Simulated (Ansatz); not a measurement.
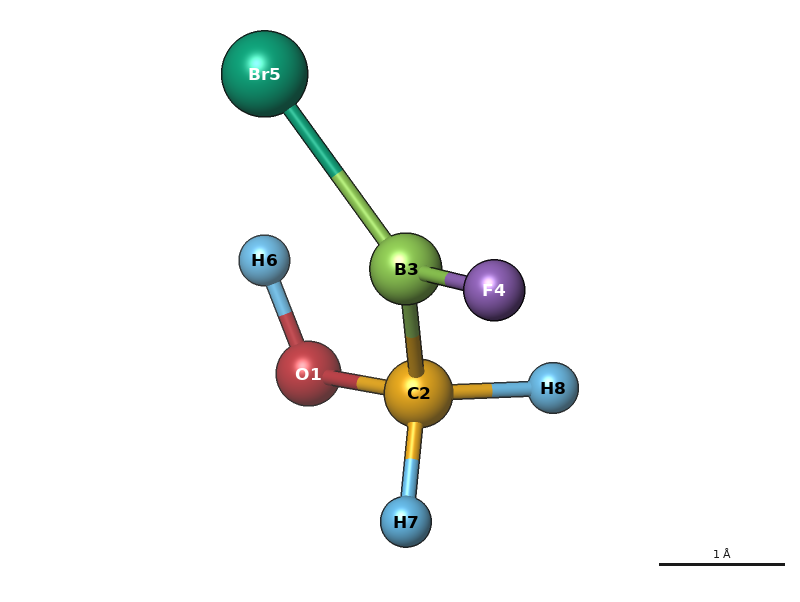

The computed structure is the end point of a PBE-D4/def2-SVP optimisation. No frequency run is at hand to confirm it as a minimum.

Which hydrogen bonds does the structure hold? Count O, N, F, S and Cl donors.

```
    D–H···A  D–H (Å)  H···A (Å)  angle (°)            kind
O1–H6···Br5     0.98       2.59        126  intramolecular
```
